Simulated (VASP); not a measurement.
Band structure of ZrAl (relaxed from the rock salt structure, space group Fm-3m). Method: PBE GGA, VASP's PBE PAW potentials (set 64) (plane waves; VASP 6.6.1).

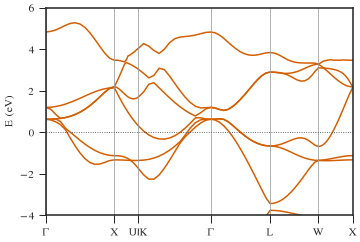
Bands along high-symmetry lines, zero at the valence-band maximum or, without a gap, the Fermi level

Question: Read the plot: is there a gap, and where are the band edges?

Answer: It has no gap at this level: it comes out as a metal or semimetal. (Edges off the drawn lines would not show.)

The structure was generated: ZrAl was put into the rock salt type (Fm-3m), which need not be its known phase. It was relaxed first, which changed the volume by -34 %. The electron count is odd and the run is not spin-polarised, which forces a metal.
